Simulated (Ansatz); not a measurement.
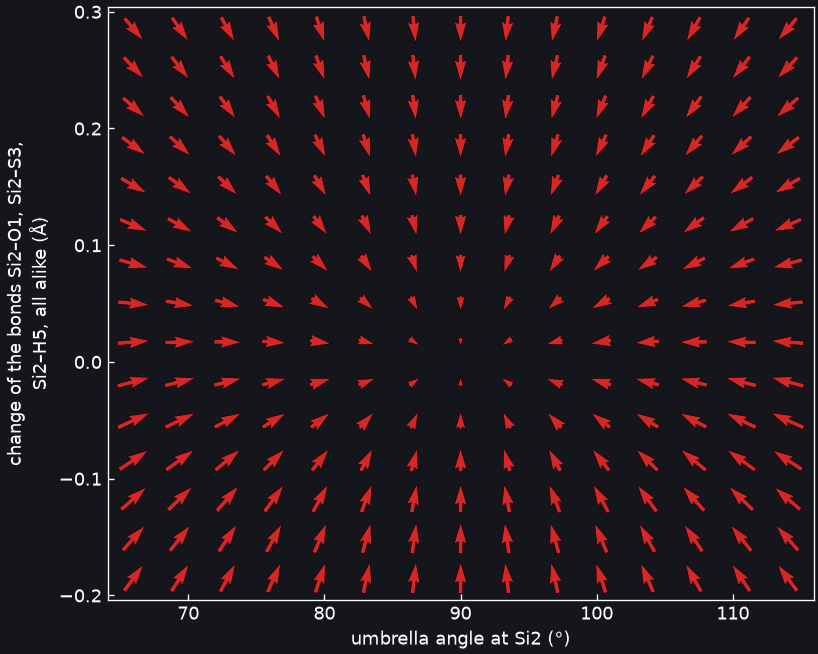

H2OSSi, SMILES O[SiH]=S. 
- Coordinates scanned: (1) umbrella angle at Si2 (between each of its bonds and their common axis; 90 is planar); (2) change of the bonds Si2–O1, Si2–S3, Si2–H5, all alike.
- Nothing is relaxed (all other coordinates rigid).
- The scan uses a 15 × 15 grid; 120 points were computed and 105 follow by symmetry.
- Points are written as (first, second).
- Computed with RKS PBE0-D4/def2-TZVP (Ansatz 0.2.0).

Drawn: arrows along the force (downhill), their lengths compressed.

Q: The arrows alone are given. Where is the energy lowest?

A: The arrows converge at about (90°, 0.000 Å) (read from the interpolated surface).

The energy map of the same scan:

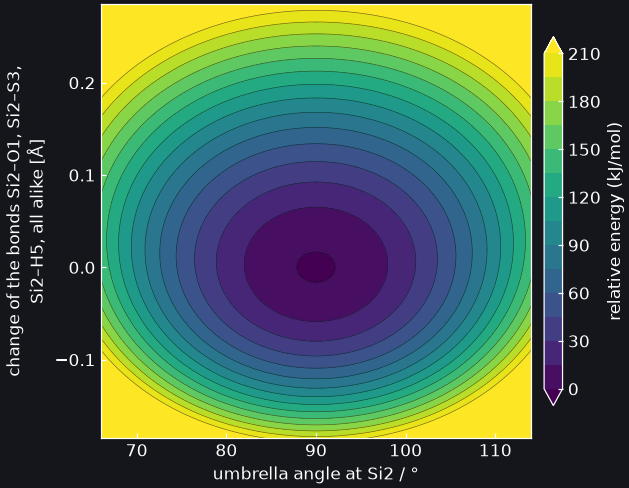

Energies are in kJ/mol, from the lowest grid point; between grid points the surface is interpolated.
